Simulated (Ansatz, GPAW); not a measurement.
# Work function of a 11-layer slab of Al(110) at several levels

Aim: the work function of both faces of a 11-layer slab of Al(110), and its spread over functionals and bases.

Calculated with GPAW 26.7.0 and Ansatz 0.2.0; Ansatz plane waves; slab in vacuum with a dipole correction, relaxation, in the first sound run; inputs show where later runs differ.

### 1. The starting structure

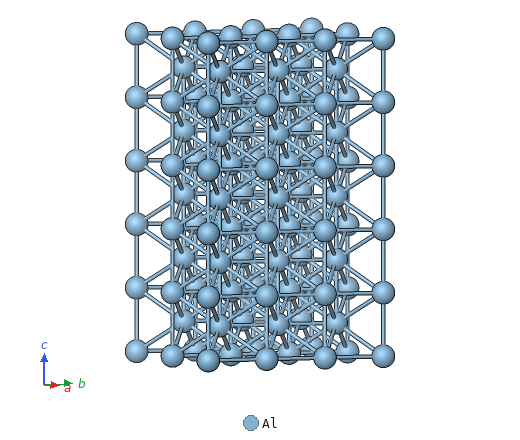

Start, viewed from the side, with the c axis up; aluminium light blue. 2×3×1 cells are drawn. Some periodic images of atoms are drawn too.

The cell holds 11 atoms: 11 Al. Cell: a = 4.050 Å, b = 2.864 Å, c = 30.319 Å, α = 90.0°, β = 90.0°, γ = 90.0°. Vacuum lies along c.

### 2. Relaxing the atoms

The atoms are relaxed first, since the surface dipole, and with it the work function, follows the positions of the outer layers. The lowest 5 atoms are held at bulk positions and keep their forces.

input.yaml reads:

```yaml
crystal:
  lattice:
    - [4.05, 0.0, 0.0]
    - [0.0, 2.8637824638, 0.0]
    - [0.0, 0.0, 30.318912319]
  atoms:
    - { symbol: Al, position: [0.0, 0.0, 0.2638617084] }
    - { symbol: Al, position: [0.5, 0.5, 0.3110893667] }
    - { symbol: Al, position: [0.0, 0.0, 0.358317025] }
    - { symbol: Al, position: [0.5, 0.5, 0.4055446833] }
    - { symbol: Al, position: [0.0, 0.0, 0.4527723417] }
    - { symbol: Al, position: [0.5, 0.5, 0.5] }
    - { symbol: Al, position: [0.0, 0.0, 0.5472276583] }
    - { symbol: Al, position: [0.5, 0.5, 0.5944553167] }
    - { symbol: Al, position: [0.0, 0.0, 0.641682975] }
    - { symbol: Al, position: [0.5, 0.5, 0.6889106333] }
    - { symbol: Al, position: [0.0, 0.0, 0.7361382916] }
kpoints:
  mp_grid: { grid: [8, 11, 1] }
hamiltonian:
  xc: pbe
scf:
  occupations: { method: fermi_dirac, width: 0.1 }
efield:
  axis: 3
  dipole_correction: true
  ramp_width: 0.05
relax:
  f_tol: 0.02
  max_steps: 60
  constraints: [{ sites: [0, 1, 2, 3, 4] }]
output:
  write_potential: true
  write_density: true
  volumetric_format: npy
```

Started as:

```bash
ansatz run input.yaml --threads 4 --pin off --max-ram 8192MiB --backend cpu --events-out ev --progress --plain --runs-dir out
```

Numbers of over 12 decimals in the logs are rounded to 6 here.

Output:

```text
Engine: ansatz 0.2.0, aarch64-unknown-linux-gnu
Pseudopotentials: kind: paw
Pseudopotential: Al, paw, valence charge 3, recommended cutoff 420 eV (normal), Al.paw.azcp
Functional definition: PBE
  parameter kappa = 0.804
  parameter beta = 0.066725
  exchange = pbe_x(kappa = kappa, mu = beta*pi^2/3)
  correlation = pbe_c(beta = beta)
Crystal: 11 atoms, lattice volume = 351.648 Å³
Basis set: ecut = 420 eV, 6893 PW (Γ), exchange–correlation on 60×40×432 points (8 copies of the dense FFT grid, shifted against one another)
Bands: 28, of which v1, the nominal top of the filled ones, is band 17 counted from 1 (16 counted from 0)
Symmetry: 4 space group operations
k-points: 30 of 88
Non-local potential: Al, projectors of the file, l = 0: 2, l = 1: 2, l = 2: 1
PAW form: soft (Blöchl's): semilocal exchange-correlation on the pseudo side does not see the compensation charge
PAW one-centre angular grid: Al, 110 points (default); XC on 64 Gauss nodes
Initial density: superposition of atomic densities (neutral atoms: chi_scale 0, normalization atom), corrected by the library's trained network
Initial wavefunctions: pseudopotential atomic-orbital guess
Functional: x = pbe(κ = 0.804, μ = 0.219515), c = pbe(β = 0.066725)
SCF iter   1: F=—  HF=-5911.164875 eV  |F-HF|=—  |Δ(HF+E_count)|=         —  Δρ=1.02e-3  dr2=1.27e-2  ethr=1.77e-3  p=0.000 e·Å  D=5.18e-14 V/Å  ΔV_dip=-0.00 eV  dr2_dipole=1.66e-6  V_vac-E_F(+/−)=3.96/3.96 eV  ⟨swp⟩=12.1  Hψ=6005  notcnv=0  defer=5
efield: sawtooth ramp at fractional position 0.9750 (placed from the atoms, in the widest stretch of the axis that holds none; the zero of the levels goes with the place), width 0.0500; the density the first Hamiltonian is built on has a dipole p = 0.000 e·Å; the dipole correction subtracts the counter field D = 5.18e-14 V/Å, which shifts the + side's vacuum level by -0.00 eV against the − side's; the planar-averaged density in the ramp window peaks in size at 2.6e-5 e/Å³
preconditioner: auto → LDOS  [metal: Δε(μ)=0.040 eV  Ē_g=6.559 eV  σ=0.100 eV  W_gap=0.10  n_scr=34 (ndim 8)  ℏωp=11.4 eV  f_vac=0.388  D(μ)=4.30/eV (n_scr^D=14)  β→1.0]
SCF iter   2: F=—  HF=-5911.165633 eV  |F-HF|=—  |Δ(HF+E_count)|=   7.58e-4  Δρ=2.77e-4  dr2=1.02e-3  ethr=3.84e-5  p=-0.000 e·Å  D=-6.74e-5 V/Å  ΔV_dip=0.00 eV  dr2_dipole=1.86e-6  V_vac-E_F(+/−)=4.03/4.02 eV  ⟨swp⟩=2.9  Hψ=1763  notcnv=0  defer=21
SCF iter   3: F=—  HF=-5911.166024 eV  |F-HF|=—  |Δ(HF+E_count)|=   3.90e-4  Δρ=7.81e-5  dr2=5.65e-5  ethr=3.08e-6  p=-0.000 e·Å  D=-2.24e-5 V/Å  ΔV_dip=0.00 eV  dr2_dipole=1.37e-8  V_vac-E_F(+/−)=4.02/4.02 eV  ⟨swp⟩=2.8  Hψ=1337  notcnv=0  defer=21
iter 4 did not close the SCF: its close was put off for the readings that it lacked (scf_convergence_deferred on its scf_iter line)
SCF iter   4: F=-5911.166030 eV  HF=-5911.166029 eV  |F-HF|=3.88e-7  |Δ(HF+E_count)|=   5.62e-6  Δρ=1.63e-5  dr2=1.70e-6  ethr=1.71e-7  p=-0.000 e·Å  D=-2.81e-6 V/Å  ΔV_dip=0.00 eV  dr2_dipole=1.34e-9  V_vac-E_F(+/−)=4.02/4.02 eV  ⟨swp⟩=2.5  Hψ=1370  notcnv=0  defer=21
iter 5 did not close the SCF: its close was put off for the readings that it lacked (scf_convergence_deferred on its scf_iter line)
SCF iter   5: F=-5911.166030 eV  HF=-5911.166030 eV  |F-HF|=6.56e-8  |Δ(HF+E_count)|=   8.77e-7  Δρ=3.55e-6  dr2=8.23e-8  ethr=5.16e-9  p=-0.000 e·Å  D=-5.44e-7 V/Å  ΔV_dip=0.00 eV  dr2_dipole=3.20e-10  V_vac-E_F(+/−)=4.02/4.02 eV  ⟨swp⟩=2.4  Hψ=1457  notcnv=0  defer=21
SCF iter   6: F=-5911.166030 eV  HF=-5911.166030 eV  |F-HF|=7.46e-9  |Δ(HF+E_count)|=   8.71e-8  Δρ=9.26e-7  dr2=6.39e-9  ethr=2.49e-10  p=-0.000 e·Å  D=-2.20e-7 V/Å  ΔV_dip=0.00 eV  dr2_dipole=1.56e-12  V_vac-E_F(+/−)=4.02/4.02 eV  ⟨swp⟩=7.9  Hψ=5898  notcnv=0
SCF 1 converged in 6 iterations: F = -5911.166030 eV  dr2 = 6.39e-9
  greatest PAW one-centre occupation: 0.484 electrons in one spin orbital (limit 2), on the Al atom at site 10 (counted from 0), in its partial waves of l = 0
relax step   1: F+E_penalty+E_count = -5911.16603031 eV  Δ(F+E_penalty+E_count) = +0.000e0 eV  max|allowed force component| = 2.575e-1 eV/Å  Δτ_max = 0.0000 Å  (6 SCF iters, dr2 threshold 1.00e-5 eV, accepted)
Initial density: handed on by an earlier stage of this run
Initial wavefunctions: those handed on with the density
iter 1 solved again at ethr=1.15e-4 eV; its pass at ethr=3.10e-3 eV (dr2=3.81e-2 eV) is discarded
SCF iter   1: F=—  HF=-5911.187071 eV  |F-HF|=—  |Δ(HF+E_count)|=         —  Δρ=1.15e-3  dr2=6.45e-2  ethr=1.15e-4  p=-0.000 e·Å  D=-2.21e-7 V/Å  ΔV_dip=0.00 eV  dr2_dipole=2.06e-2  V_vac-E_F(+/−)=4.03/4.03 eV  ⟨swp⟩=2.1  Hψ=3661  notcnv=0  defer=30
efield: sawtooth ramp at fractional position 0.9750 (handed on by an earlier solve), width 0.0500; the density the first Hamiltonian is built on has a dipole p = -0.000 e·Å; the dipole correction subtracts the counter field D = -2.21e-7 V/Å, which shifts the + side's vacuum level by +0.00 eV against the − side's; the planar-averaged density in the ramp window peaks in size at 2.6e-7 e/Å³
eigensolver tolerance schedule calibrated: the retry pair's looser diagonalisation under-reported the residual by θ = 0.41 (0.29/decade); ethr = c·dr2/N_el runs at the constant in force after the calibration composes with the one it found (an armed cap, an earlier calibration), c = 1.2e-2
preconditioner: auto → LDOS  [metal: Δε(μ)=0.030 eV  Ē_g=6.581 eV  σ=0.100 eV  W_gap=0.08  n_scr=34 (ndim 8)  ℏωp=11.4 eV  f_vac=0.389  D(μ)=4.18/eV (n_scr^D=14)  β→1.0]
SCF iter   2: F=—  HF=-5911.183290 eV  |F-HF|=—  |Δ(HF+E_count)|=   3.78e-3  Δρ=4.81e-4  dr2=5.08e-3  ethr=2.38e-5  p=0.001 e·Å  D=4.78e-4 V/Å  ΔV_dip=-0.01 eV  dr2_dipole=1.30e-3  V_vac-E_F(+/−)=3.99/4.01 eV  ⟨swp⟩=2.6  Hψ=1386  notcnv=0  defer=30
SCF iter   3: F=—  HF=-5911.183182 eV  |F-HF|=—  |Δ(HF+E_count)|=   1.08e-4  Δρ=9.41e-5  dr2=2.10e-4  ethr=1.87e-6  p=-0.000 e·Å  D=-2.87e-5 V/Å  ΔV_dip=0.00 eV  dr2_dipole=3.45e-5  V_vac-E_F(+/−)=4.01/4.01 eV  ⟨swp⟩=2.2  Hψ=1373  notcnv=0  defer=30
SCF iter   4: F=—  HF=-5911.183398 eV  |F-HF|=—  |Δ(HF+E_count)|=   2.15e-4  Δρ=2.21e-5  dr2=4.67e-6  ethr=7.75e-8  p=0.000 e·Å  D=2.65e-5 V/Å  ΔV_dip=-0.00 eV  dr2_dipole=3.39e-7  V_vac-E_F(+/−)=4.01/4.01 eV  ⟨swp⟩=3.1  Hψ=1643  notcnv=0  defer=30
SCF iter   5: F=-5911.183400 eV  HF=-5911.183400 eV  |F-HF|=3.00e-8  |Δ(HF+E_count)|=   1.79e-6  Δρ=6.00e-6  dr2=3.26e-7  ethr=1.53e-9  p=0.000 e·Å  D=1.21e-5 V/Å  ΔV_dip=-0.00 eV  dr2_dipole=3.46e-8  V_vac-E_F(+/−)=4.01/4.01 eV  ⟨swp⟩=11.8  Hψ=6437  notcnv=0
SCF 2 converged in 5 iterations: F = -5911.183400 eV  dr2 = 3.26e-7
  greatest PAW one-centre occupation: 0.484 electrons in one spin orbital (limit 2), on the Al atom at site 0 (counted from 0), in its partial waves of l = 0
relax step   2: F+E_penalty+E_count = -5911.18339962 eV  Δ(F+E_penalty+E_count) = -1.737e-2 eV  max|allowed force component| = 6.466e-2 eV/Å  Δτ_max = 0.1144 Å  (5 SCF iters, dr2 threshold 4.15e-6 eV, accepted)
SCF iter   1: F=—  HF=-5911.184463 eV  |F-HF|=—  |Δ(HF+E_count)|=         —  Δρ=3.09e-4  dr2=3.21e-3  ethr=8.52e-5  p=0.000 e·Å  D=1.21e-5 V/Å  ΔV_dip=-0.00 eV  dr2_dipole=1.83e-4  V_vac-E_F(+/−)=4.01/4.01 eV  ⟨swp⟩=2.0  Hψ=2046  notcnv=0  defer=32
efield: sawtooth ramp at fractional position 0.9750 (handed on by an earlier solve), width 0.0500; the density the first Hamiltonian is built on has a dipole p = 0.000 e·Å; the dipole correction subtracts the counter field D = 1.21e-5 V/Å, which shifts the + side's vacuum level by -0.00 eV against the − side's; the planar-averaged density in the ramp window peaks in size at 2.6e-7 e/Å³
preconditioner: auto → LDOS  [metal: Δε(μ)=0.029 eV  Ē_g=6.575 eV  σ=0.100 eV  W_gap=0.07  n_scr=34 (ndim 8)  ℏωp=11.4 eV  f_vac=0.388  D(μ)=4.22/eV (n_scr^D=14)  β→1.0]
SCF iter   2: F=—  HF=-5911.184126 eV  |F-HF|=—  |Δ(HF+E_count)|=   3.37e-4  Δρ=1.16e-4  dr2=1.54e-4  ethr=9.72e-6  p=0.000 e·Å  D=5.25e-5 V/Å  ΔV_dip=-0.00 eV  dr2_dipole=9.36e-8  V_vac-E_F(+/−)=4.01/4.01 eV  ⟨swp⟩=2.1  Hψ=1280  notcnv=0  defer=32
SCF iter   3: F=—  HF=-5911.184119 eV  |F-HF|=—  |Δ(HF+E_count)|=   6.89e-6  Δρ=1.90e-5  dr2=6.95e-6  ethr=4.68e-7  p=0.000 e·Å  D=9.97e-5 V/Å  ΔV_dip=-0.00 eV  dr2_dipole=1.32e-7  V_vac-E_F(+/−)=4.00/4.01 eV  ⟨swp⟩=2.1  Hψ=1311  notcnv=0  defer=32
SCF iter   4: F=—  HF=-5911.184414 eV  |F-HF|=—  |Δ(HF+E_count)|=   2.95e-4  Δρ=5.13e-6  dr2=2.26e-7  ethr=2.11e-8  p=0.000 e·Å  D=1.20e-4 V/Å  ΔV_dip=-0.00 eV  dr2_dipole=9.52e-10  V_vac-E_F(+/−)=4.00/4.01 eV  ⟨swp⟩=2.5  Hψ=1392  notcnv=0  defer=32
SCF iter   5: F=-5911.184414 eV  HF=-5911.184414 eV  |F-HF|=6.15e-9  |Δ(HF+E_count)|=   8.50e-8  Δρ=1.39e-6  dr2=2.72e-8  ethr=3.03e-10  p=0.000 e·Å  D=1.38e-4 V/Å  ΔV_dip=-0.00 eV  dr2_dipole=4.60e-9  V_vac-E_F(+/−)=4.00/4.01 eV  ⟨swp⟩=10.6  Hψ=5807  notcnv=0
SCF 3 converged in 5 iterations: F = -5911.184414 eV  dr2 = 2.72e-8
relax step   3: F+E_penalty+E_count = -5911.18441413 eV  Δ(F+E_penalty+E_count) = -1.015e-3 eV  max|allowed force component| = 7.873e-3 eV/Å  Δτ_max = 0.0162 Å  (5 SCF iters, accepted)
NSCF: frozen V_eff on 30 k-points
the search or the solves at the SCF's close seem to have found levels that the self-consistency loop had missed (the run counts 1). By its estimate they hold under 1e-12 electrons; where the run keeps them, the occupations were computed again with them
WARN: The input density's exchange-correlation potential varies sharply where the density is thin. Do not read a vacuum level from v_tot or v_xc, or from such a field of the output density. On a cell that repeats whose density bears no net charge and no dipole along the vacuum's axis use v_es (v_loc + v_h of the components); under efield.dipole_correction with no amplitude use v_es + v_field, which holds any external [...]
SCF converged after 5 iterations
Free energy (F): -5911.184414 eV
Harris-Foulkes:  -5911.184414 eV  (|F-HF|=6.15e-9)
Internal energy: -5911.042156 eV  (E = F + TS)
E sigma→0 (E₀):  -5911.113285 eV
Entropy (-TS):   -0.142258 eV (-12.933 meV/atom)
Fermi energy:    2.232458 eV
Dipole field:    D = 0.000206 V/Å  (p = 0.000401 e·Å, saw-weighted, corrected)
Work function:   Φ+ = 4.0019 eV   Φ− = 4.0082 eV
Levels:          The Fermi level and band energies are counted from a zero that moves with the ramp; work functions are not
--- Per-component energies (eV) ---
  E_band       = -67.819345
  E_kinetic    = 243.085857
  E_local      = -9797.030993  (includes V_loc(G=0)·N_el)
  E_nonlocal   = 114.524090
  E_hartree    = 4862.220980
  E_xc         = -432.787906
  E_vxc        = -312.750936  (∫ρ·V_xc dr)
  E_paw        = -5140.450083  (= ΣΔE_a)
  E_vpaw       = -40.084190  (= ΣTr[D̂ρ^β])
  E_aug_tail   = -0.000024  (compensation charges beyond the density's cutoff)
  E_efield     = 0.000000  (sawtooth field / dipole correction)
  E_vefield    = 0.000072  (∫n·V_field dr)
  E_ewald      = 4239.395923
  E_smearing   = -0.142258  (= −TS)
  E_closure    = 0.000000  (closes the sum)
  Σ components = -5911.184414   (vs F -5911.184414, Δ=0.00e0)
--- Forces (eV/Å), atoms counted from 1 ---
  atom   1  Al     0.00000000     0.00000000     0.26400010
  atom   2  Al     0.00000000     0.00000000    -0.17393332
  atom   3  Al     0.00000000     0.00000000     0.04480068
  atom   4  Al     0.00000000     0.00000000    -0.07821975
  atom   5  Al     0.00000000     0.00000000    -0.06472371
  atom   6  Al     0.00000000     0.00000000     0.00787281
  atom   7  Al     0.00000000     0.00000000     0.00169941
  atom   8  Al     0.00000000     0.00000000     0.00331901
  atom   9  Al     0.00000000     0.00000000    -0.00200095
  atom  10  Al     0.00000000     0.00000000    -0.00372493
  atom  11  Al     0.00000000     0.00000000     0.00091669
  max |Σ_I F_I| component: 6.03e-6 eV/Å
--- Band table (eV; the first three rows and the last of 30) ---
  k-point 0: bands = [... 13 lower, 1.1363, 1.2482, 1.8186, 2.0159, 2.3375, 2.8758, 3.6809, 3.6947, ... 7 higher]
  k-point 1: bands = [... 13 lower, 1.2788, 1.3847, 1.9581, 2.1372, 2.4741, 3.0052, 3.7772, 3.8315, ... 7 higher]
  k-point 2: bands = [... 13 lower, 1.6854, 1.7944, 2.3493, 2.3523, 2.7809, 2.8839, 3.2946, 3.6092, ... 7 higher]
  k-point 29: bands = [... 13 lower, -0.2448, -0.1078, 0.2909, 0.3704, 0.6529, 1.1346, 1.2830, 1.7990, ... 7 higher]
--- Relaxed structure (3 steps of the walk, 3 accepted, 0 SCFs on fresh bases) ---
  F+E_penalty+E_count = -5911.18441413 eV   max|allowed force component| = 7.873e-3 eV/Å
  atoms:
    - { symbol: Al, position: [0.0, 0.0, 0.2638617084] }
    - { symbol: Al, position: [0.5, 0.5, 0.3110893667] }
    - { symbol: Al, position: [0.0, 0.0, 0.358317025] }
    - { symbol: Al, position: [0.5, 0.5, 0.405545] }
    - { symbol: Al, position: [0.0, 0.0, 0.4527723417] }
    - { symbol: Al, position: [0.5, 0.5, 0.500097] }
    - { symbol: Al, position: [0.0, 0.0, 0.547327] }
    - { symbol: Al, position: [0.5, 0.5, 0.594949] }
    - { symbol: Al, position: [0.0, 0.0, 0.640413] }
    - { symbol: Al, position: [0.5, 0.5, 0.689442] }
    - { symbol: Al, position: [0.0, 0.0, 0.732337] }
```

The job ended after 37 s (4 threads of Arm Neoverse N1, shared host; peak memory 0.72 GiB).

Relaxation path:

```csv
step,energy less that of the first step (eV),largest force component (eV/Å)
1,0.0000,0.2575
2,-0.0174,0.0647
3,-0.0184,0.0079
```

The run keeps the 4 symmetry operations that it works with, so distortions that break them were not tested.

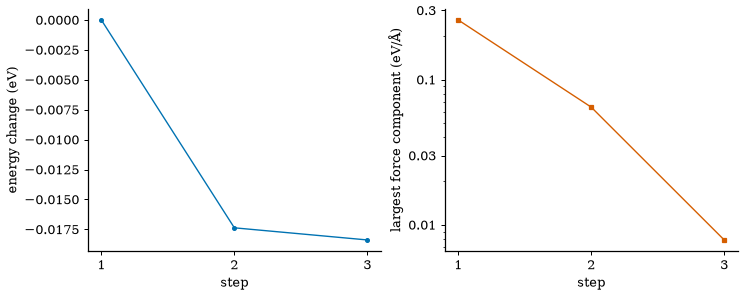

Energy and largest force along the relaxation.

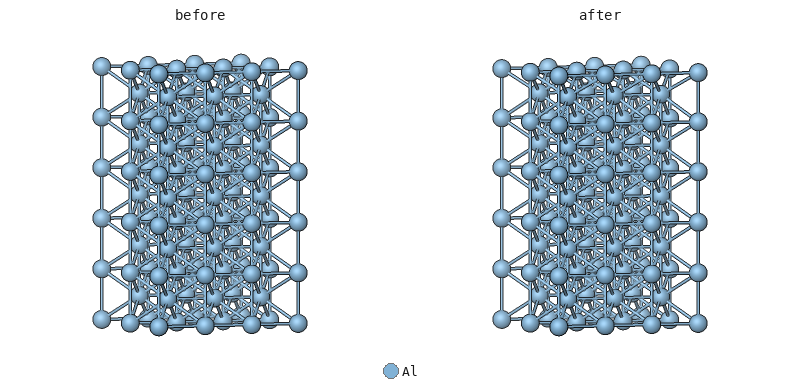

The structure before and after the relaxation, drawn at the same scale.

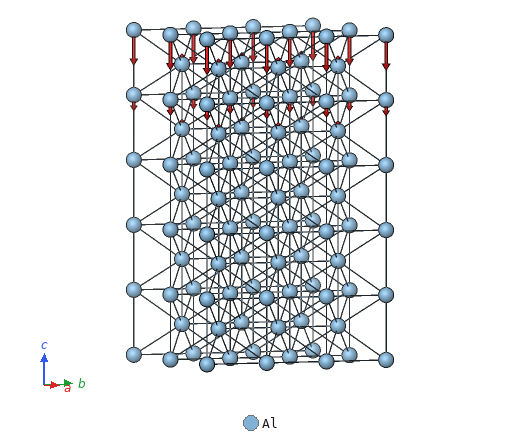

Displacements in the relaxation, exaggerated; the longest in the cell stands for 0.12 Å. 2×3×1 cells are drawn. Some periodic images of atoms are drawn too.

The atoms that moved most (Å):

```csv
atom,dx,dy,dz,length
Al11,0.000,0.000,-0.115,0.115
Al9,0.000,0.000,-0.038,0.038
Al10,0.000,0.000,0.016,0.016
Al8,0.000,0.000,0.015,0.015
```

Final coordinates:

```cif
data_structure
_symmetry_space_group_name_H-M 'P 1'
_symmetry_Int_Tables_number 1
_cell_length_a 4.0500
_cell_length_b 2.8638
_cell_length_c 30.3189
_cell_angle_alpha 90.000
_cell_angle_beta 90.000
_cell_angle_gamma 90.000
_cell_volume 351.65
loop_
_atom_site_label
_atom_site_type_symbol
_atom_site_fract_x
_atom_site_fract_y
_atom_site_fract_z
_atom_site_occupancy
Al1 Al 0.00000 0.00000 0.26386 1
Al2 Al 0.50000 0.50000 0.31109 1
Al3 Al 0.00000 0.00000 0.35832 1
Al4 Al 0.50000 0.50000 0.40554 1
Al5 Al 0.00000 0.00000 0.45277 1
Al6 Al 0.50000 0.50000 0.50010 1
Al7 Al 0.00000 0.00000 0.54733 1
Al8 Al 0.50000 0.50000 0.59495 1
Al9 Al 0.00000 0.00000 0.64041 1
Al10 Al 0.50000 0.50000 0.68944 1
Al11 Al 0.00000 0.00000 0.73234 1
```

This step gave:

* free energy: -5911.1844 eV
* smearing term TS: 0.1423 eV
* symmetry operations: 4
* upper work function: 4.002 eV
* lower work function: 4.008 eV
* dipole along the normal: 4.01e-4 e·Å
* dipole field: 2.06e-4 V/Å
* vacuum level above: 6.234 eV
* vacuum level below: 6.241 eV

The electrostatic potential energy of an electron (with the applied field's), less the Fermi level, planar mean oscillates, so the rows of the table below give means over windows of 1.4 Å about each position, cut where the curve ends. Its maxima inside the range that stand out by 2 % of the span (Å: eV): 9.4: -4.14, 10.8: -4.18, 12.4: -4.18, 13.8: -4.18, 15.2: -4.19, 16.6: -4.18, 18.0: -4.24, 19.5: -4.17, 20.8: -4.25. Its minima: 8.7: -5.13, 10.1: -5.17, 11.7: -5.12, 13.1: -5.16, 14.5: -5.18, 15.9: -5.21, 17.3: -5.08, 18.7: -5.54, 20.2: -4.74, 21.6: -6.08.

Table of electrostatic potential energy of an electron (with the applied field's), less the Fermi level, planar mean by z; means over each step:

```csv
z (Å),"electrostatic potential energy of an electron (with the applied field's), less the Fermi level, planar mean (eV)"
0.70,4.01
2.10,4.01
3.50,4.01
4.90,3.98
6.30,3.20
7.70,-2.53
9.10,-4.60
10.50,-4.64
11.90,-4.62
13.30,-4.64
14.70,-4.66
16.10,-4.67
17.50,-4.64
18.90,-4.83
20.30,-4.49
21.70,-4.98
23.10,0.181
24.50,3.81
25.90,4.00
27.30,4.00
28.70,4.00
30.10,4.00
```

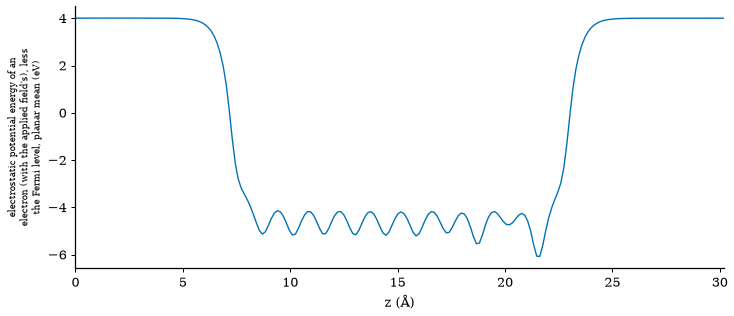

Electrostatic potential energy of an electron (with the applied field's), less the Fermi level, planar mean against z.

The valence density, planar mean oscillates, so the rows of the table below give means over windows of 1.4 Å about each position, cut where the curve ends. Its maxima inside the range that stand out by 2 % of the span (Å: e/Å³): 8.8: 0.188, 10.1: 0.190, 11.5: 0.191, 13.1: 0.191, 14.5: 0.190, 15.9: 0.190, 17.3: 0.190, 18.7: 0.195, 20.2: 0.188, 21.5: 0.198. Its minima: 9.4: 0.172, 10.8: 0.172, 12.4: 0.171, 13.8: 0.171, 15.2: 0.172, 16.6: 0.171, 18.0: 0.174, 19.5: 0.171, 20.8: 0.177.

The valence density, planar mean by z; means over each step:

```csv
z (Å),"valence density, planar mean (e/Å³)"
2.10,1.1e-6
3.50,3.0e-5
4.90,9.0e-4
6.30,0.0225
7.70,0.121
9.10,0.179
10.50,0.180
11.90,0.181
13.30,0.181
14.70,0.180
16.10,0.180
17.50,0.181
18.90,0.184
20.30,0.181
21.70,0.178
23.10,0.0762
24.50,0.00623
25.90,2.2e-4
27.30,7.4e-6
```

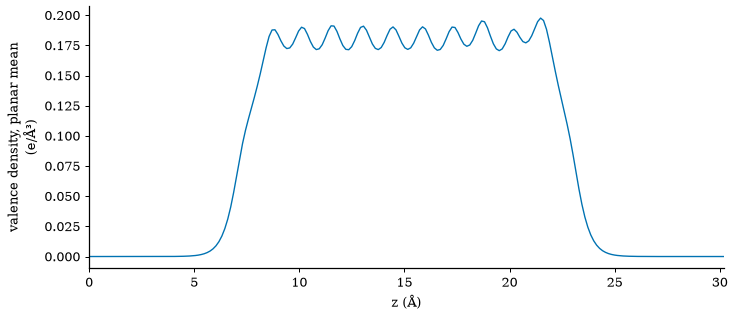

Valence density, planar mean, plotted against z.

The relaxation lowered the energy of the cell by 0.0184 eV.

[end of part 1 of 3]

[Logs are printed without paths, hosts, clocks, repeated set-up lines and the standing remarks that a program may print on its own settings, such as how far it seeks lower states.]

[Hosts, paths, dates, database ids (printed as entryN), source tags and the programs' standing remarks are cut or masked in the printed files.]
